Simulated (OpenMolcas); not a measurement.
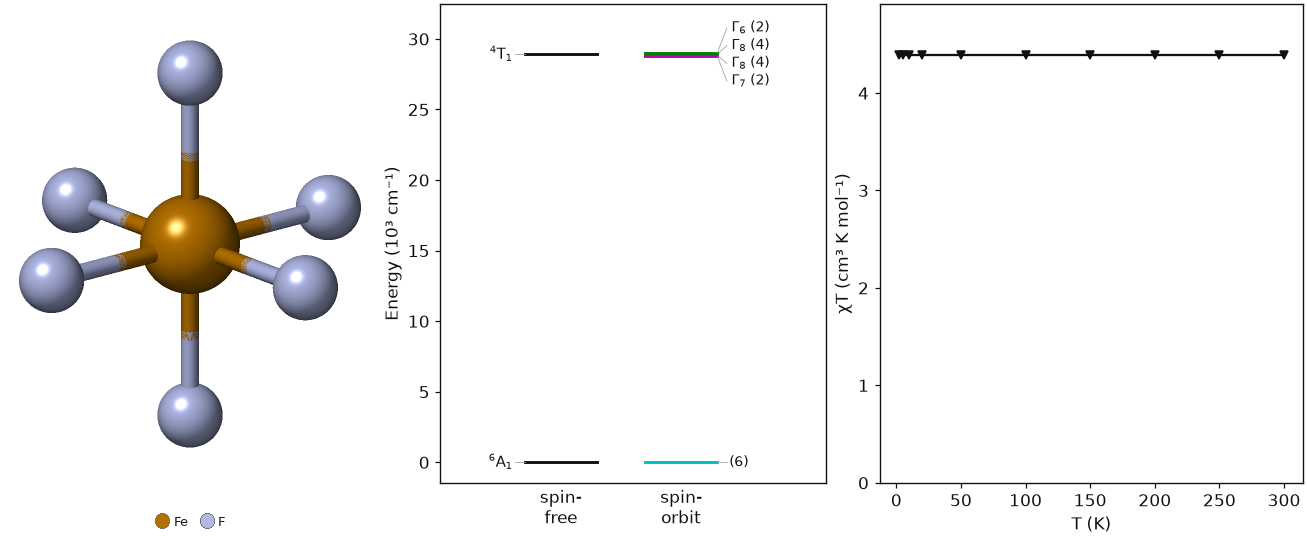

Fe³⁺ (3d⁵) as a dopant in Cs₂NaYF₆, a cluster with its 6 nearest F⁻ at 2.033 Å (octahedron) embedded in model potentials and point charges; the geometry was set, not optimised, and its levels and susceptibility. Labels give the representation in O, Td, D4 or D3 as the site allows (double group for half-integer spin) where it could be assigned and, in brackets, the degeneracy; spin-free states, where drawn, share the zero of the spin-orbit levels. The calculation used state-averaged CASSCF, active space 5 electrons in the shell 3d, basis ANO-RCC-VTZP on the metal and ANO-RCC-VDZP on the ligands, DKH2 scalar Hamiltonian, spin-orbit coupling by RASSI with atomic mean-field integrals (OpenMolcas). Powder susceptibility by Van Vleck's formula.

Describe the ground state and the low levels.

The ground level is 6-fold degenerate, 100 % from states of spin multiplicity 6. The next level lies at 28,800 cm⁻¹ (Γ₇). The lowest spin-free state is ⁶A₁, from the free-ion S term. A ligand-field fit to the spin-free states gives |10Dq| = 8,780 cm⁻¹, B = 1,230 and C = 4,490 cm⁻¹ (rms misfit 100 cm⁻¹). χT is 4.39 cm³ K mol⁻¹ at 2 K and 4.39 at 300 K, an effective moment of 5.92 μB. The active orbitals hold 93 to 98 % metal character (Löwdin), and the Mulliken charge of the metal is +2.31.

Note: small active space favours high spin, ground spin may be wrong; the geometry is set by hand, with no relaxation and no charge compensation.
